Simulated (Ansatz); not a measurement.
The calculation's input:

```
crystal:
  periodic: [false, false, false]
  atoms:
    - { symbol: Ge, position_ang: [0.003198, -0.004999, -0.06469] }
    - { symbol: H, position_ang: [-0.043674, 0.075835, 1.478153] }
    - { symbol: H, position_ang: [1.448676, 0.032177, -0.563283] }
    - { symbol: Cl, position_ang: [-1.006793, 1.744561, -0.820034] }
    - { symbol: H, position_ang: [-0.75159, -1.238187, -0.563575] }
    - { symbol: F, position_ang: [0.036183, -0.062687, 3.581728] }
magnetization:
  spin_polarized: true
  initial_magnetization: 1
basis:
  gaussian: { orbitals: def2-SVP }
hamiltonian:
  xc: cam_b3lyp
relax:
  f_tol: 0.03
  max_steps: 50
output:
  orbitals: {}
```

Launched as:

```sh
ansatz run input.yaml --threads 4 --pin off --max-ram 5120MiB --backend cpu --events-out ev --progress --plain --runs-dir out
```

The fields are those of the run's last geometry, not of the input's.

Computed with UKS CAM-B3LYP/def2-SVP (Ansatz).

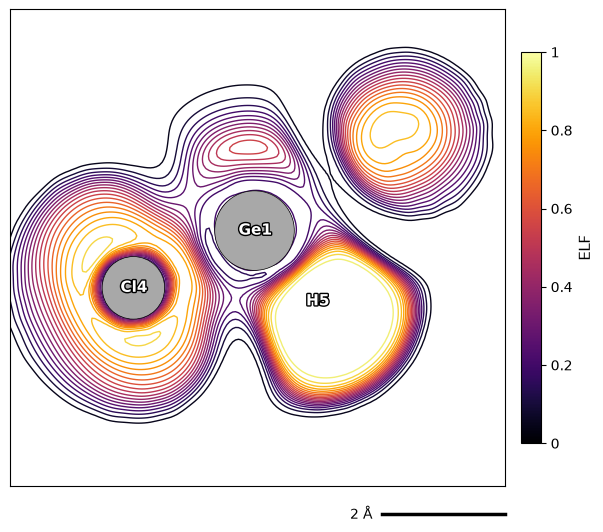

ClGeH2···HF (doublet). Electron localisation function on the plane of atoms Cl4, Ge1 and H5. Grey discs cover the atomic cores.

Q: What does the map show?

A:
- The section cuts through Ge, Cl and H sites.
- Ge–Cl (2.18 Å): the ELF peaks at about 0.85 in the valence shell of Cl, 0.8 Å from its nucleus, and is about 0.60 at the midpoint.
- Ge–H (1.54 Å): the ELF climbs to about 1 towards the hydrogen.
- The ELF also peaks beside Cl4 and F6, away from the bonds: non-bonding electrons, paired or unpaired.
